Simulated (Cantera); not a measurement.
Feed: 1 mol BN, 20 mol O₂, 15 mol H₂, equilibrated at 10.0 Torr.

Equilibrium computed with Cantera from the NASA thermochemical tables; the gas is ideal and each condensed phase is pure. Candidate condensed phases: B, BN, B₂O₃, B₃O₃H₃, H₂O; 39 gas species. Gases not in the tables: H₃BO₃. Equilibrium is a limit: real reactors are often held back by kinetics, nucleation or transport.

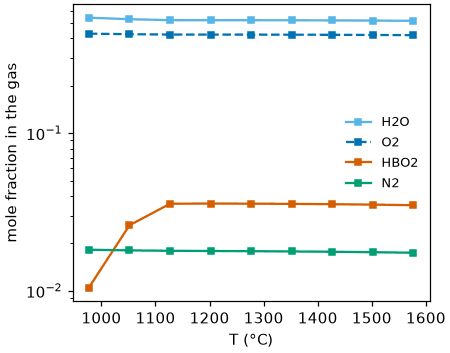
*Equilibrium gas composition (values under 1e-9 drawn at 1e-9)*

From 977 °C to 1052 °C the condensed part is B₂O₃(l). From 1127 °C to 1577 °C nothing is condensed.
